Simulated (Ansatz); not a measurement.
**SnH5Cl: frequency calculation**

- system: SnH5Cl
- method: RKS B3LYP-D4/def2-SVP (Ansatz 0.2.0)

It belongs to a series of runs on one base structure; here: vibrations at the highest image of the band. Figures and captions count atoms from 1; the log counts them from 0 in places.

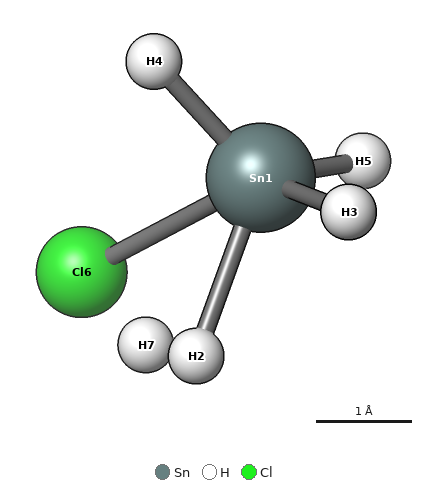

The structure as given in the input (ball-and-stick view, seen at a tilt; atoms are numbered from 1 in the order of the input). Sticks mark near contacts. Bond lengths as drawn: Cl–Sn 2.81 Å and H–Sn 1.71 to 2.02 Å.

**Summary**

- outcome: converged
- total energy: −18432.0524 eV
- mean-field energy: −18431.8537 eV
- largest force (length of the vector): 0.011 eV/Å
- hardware: 1 thread of Arm Neoverse V2, 24 GiB of memory available, shared host
- wall time: 45 s
- peak memory: 0.14 GiB

**Input file**
```yaml
crystal:
  periodic: [false, false, false]
  atoms:
    - { symbol: Sn, position_ang: [-0.180256, 1.0e-06, -0.138995] }
    - { symbol: H, position_ang: [-0.050499, 1.0e-06, 1.872566] }
    - { symbol: H, position_ang: [1.55264, -1.0e-06, -0.031669] }
    - { symbol: H, position_ang: [-0.681013, 1.482801, -0.815845] }
    - { symbol: H, position_ang: [-0.681015, -1.482801, -0.815844] }
    - { symbol: Cl, position_ang: [-2.579883, -1.0e-06, 1.329442] }
    - { symbol: H, position_ang: [-0.985675, 0.0, 1.898246] }
basis:
  gaussian: { orbitals: def2-SVP }
hamiltonian:
  xc: b3lyp
  dispersion: d4
phonons: {}
```

Launched with:
```bash
ansatz run input.yaml --threads 1 --pin off --max-ram 2048MiB --backend cpu --events-out ev --progress --plain --runs-dir out
```

**The program's output**
```
Engine: ansatz 0.2.0, aarch64-unknown-linux-gnu
Functional definition: B3LYP
  parameter a0 = 0.2
  parameter ax = 0.72
  parameter ac = 0.81
  exchange = (1 - a0 - ax)*slater_x + ax*b88_x + a0*exact_x
  correlation = (1 - ac)*vwn_rpa_c + ac*lyp_c
811 factors; integrals over basis functions are off by at most 4.7e-4 eV
mean field evaluation 1: about -18431.0008 eV, gradient 1.7e1 eV
mean field evaluation 2: about -18430.4030 eV, gradient 2.2e1 eV
mean field evaluation 4: about -18431.8552 eV, gradient 6.9e-1 eV
mean field evaluation 8: about -18431.8534 eV, gradient 4.9e-3 eV
mean field -18431.85342884 eV, -677.3581199510 hartree, gradient 4.0e-5 eV, S^2 0.000000; 0 other end points of the search recorded, 0 dependent functions left out
the calculation of the forces begins
reference -18431.85367190 eV, -677.3581288831 hartree; 22, 22 occupied and 47, 47 virtual orbitals, 811 factors
these checks for a lower state are left out or cut short: stability, starts, cluster_reference, orbital_swaps, neighbouring_geometries, increment
811 factors; integrals over basis functions are off by at most 4.7e-4 eV
mean field evaluation 16: about -18431.8534 eV, gradient 1.9e-1 eV
mean field -18431.85342996 eV, -677.3581199921 hartree, gradient 2.5e-6 eV, S^2 0.000000; 0 other end points of the search recorded, 0 dependent functions left out
[... from here on the field's lines of each further geometry are left out, up to the last ...]
the calculation of the forces begins
reference -18431.85365577 eV, -677.3581282906 hartree; 22, 22 occupied and 47, 47 virtual orbitals, 811 factors
these checks for a lower state are left out or cut short: stability, starts, cluster_reference, orbital_swaps, neighbouring_geometries, increment
811 factors; integrals over basis functions are off by at most 4.7e-4 eV
mean field -18431.85342289 eV, -677.3581197323 hartree, gradient 1.8e-6 eV, S^2 0.000000; 0 other end points of the search recorded, 0 dependent functions left out
the calculation of the forces begins
reference -18431.85366595 eV, -677.3581286644 hartree; 22, 22 occupied and 47, 47 virtual orbitals, 811 factors
WARN: phonons: modes at or below zero, which the zero-point energy, F, S and C_V leave out: 1, the lowest at -1045.91 cm⁻¹. A minimum has none, and a first-order saddle one
Total energy: -18432.05236888 eV, -677.3654308625 hartree
Atom 0 at    -0.180256     0.000001    -0.138995 Å, force     0.011156    -0.000000     0.002580 eV/Å
Atom 1 at    -0.050499     0.000001     1.872566 Å, force    -0.005343     0.000000    -0.004518 eV/Å
Atom 2 at     1.552640    -0.000001    -0.031669 Å, force    -0.000936     0.000000    -0.001830 eV/Å
Atom 3 at    -0.681013     1.482801    -0.815845 Å, force    -0.001247     0.003416     0.001417 eV/Å
Atom 4 at    -0.681015    -1.482801    -0.815844 Å, force    -0.001247    -0.003416     0.001417 eV/Å
Atom 5 at    -2.579883    -0.000001     1.329442 Å, force    -0.006997     0.000000     0.002575 eV/Å
Atom 6 at    -0.985675     0.000000     1.898246 Å, force     0.004613    -0.000000    -0.001640 eV/Å
Dipole moment:     0.609397    -0.000000    -0.346637 e Å
Vibrations: -1045.91 31.33 243.78 477.96 535.96 660.60 720.16 738.68 920.16 1021.27 1360.38 1847.53 1932.76 1966.07 2077.75 cm⁻¹, zero-point energy 0.901017 eV
```

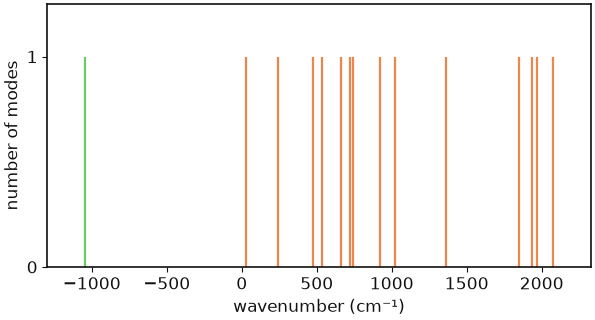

Harmonic vibrational wavenumbers from the force constants; neighbouring modes closer than 14 cm⁻¹ are counted in one stick, and imaginary ones are drawn at negative wavenumbers. 15 modes from 1046i to 2078 cm⁻¹, 1 imaginary beyond 8i (1046i cm⁻¹): a first-order saddle point, if the geometry is stationary.
